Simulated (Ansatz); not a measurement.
Response to strain in Ti

Consider Ti in the hcp (Mg type) structure (space group P6_3/mmc, No. 194; a = 2.936 Å, c = 4.640 Å; relaxed with 0.1 eV smearing). Axes: x lies along a and z along c of the hexagonal cell.

Strains are applied to the cell and any free atomic positions relax.

Level of theory: Kohn–Sham DFT with the r2SCAN functional, run in Ansatz (a quantum-chemistry and plane-wave program) with PAW and 500 eV plane waves, scalar-relativistic without spin-orbit coupling.

Notes on the quantities. energy relative to the base: free energy F.

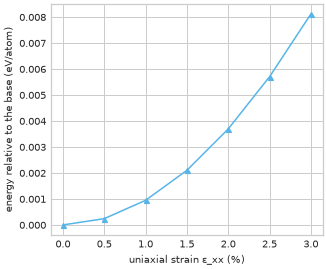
Fig. 1. Energy relative to the base against uniaxial strain ε_xx

From the plot, what is the energy relative to the base for uniaxial strain ε_xx = +2.50 %?

About 0.0057 eV/atom.

Is the trend monotonic over the range shown?

Yes, it rises throughout, spanning 0 meV/atom to +8.1 meV/atom.

Stability against distortions was not tested. All final runs are without spin polarisation.
